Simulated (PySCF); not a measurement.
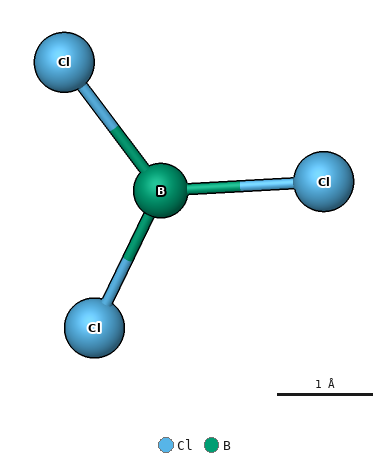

Fig. 1: The structure (ball-and-stick view, seen at a tilt). Bond lengths as drawn: B–Cl 1.74 Å.

**BCl$_{3}$: excited-state calculation**

BCl$_{3}$, SMILES ClB(Cl)Cl, computed with CIS/ma-def2-TZVP, RHF (PySCF 2.14.0).

The geometry comes from this level: PBE0-D4/def2-TZVP.

### What the program printed
```
converged SCF energy = -1403.35282100985
E = -1403.3528210099 Eh
Excitation energies (eV)
[7.27116383 7.4609555  7.4609993 ]

** Triplet excitation energies and oscillator strengths **
```

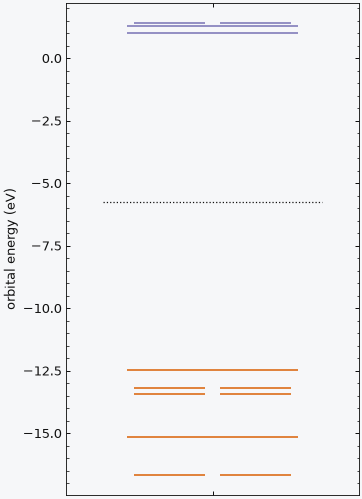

Fig. 2: Orbital energies near the frontier (SCF reference); the dotted line parts filled from empty levels, and levels within 0.02 eV of each other stand side by side. Highest filled −12.47 eV, lowest empty 0.99 eV, 13.46 eV apart.

This output came from the following input.

### Input (calc.py)
```python
from pyscf import gto, tdscf

molecule = gto.M(
    atom='''
Cl    -0.487398     0.975930     3.096014
B      0.000000     0.000000    -0.000019
Cl     1.780141    -2.689194    -0.612271
Cl    -1.292762     1.713245    -2.483705
''',
    max_memory=1860,
    verbose=3,
    symmetry=True,
    spin=0,
    basis='ma-def2-tzvp',
    unit='bohr',
    charge=0,
)

mf = molecule.RHF()
mf = mf.density_fit(auxbasis='cc-pvtz-jkfit')
mf.kernel()

e_final = mf.e_tot
print('E = %.10f Eh' % e_final)

td = mf.TDA()
td.nstates = 3
td.singlet = False
td.kernel()
td.analyze()
roots = td.e * 27.211386
```

Command:
```bash
OMP_NUM_THREADS=1 python calc.py
```

### Key numbers

- outcome: converged
- total energy: −1403.352821 hartree
- basis functions: 158
- HOMO of the SCF reference: −12.47 eV
- LUMO of the SCF reference: 0.99 eV
- hardware: 1 thread of Arm Neoverse V2, 128 GiB of memory available, shared host
- wall time: 2.6 min
- peak memory: 0.3 GiB
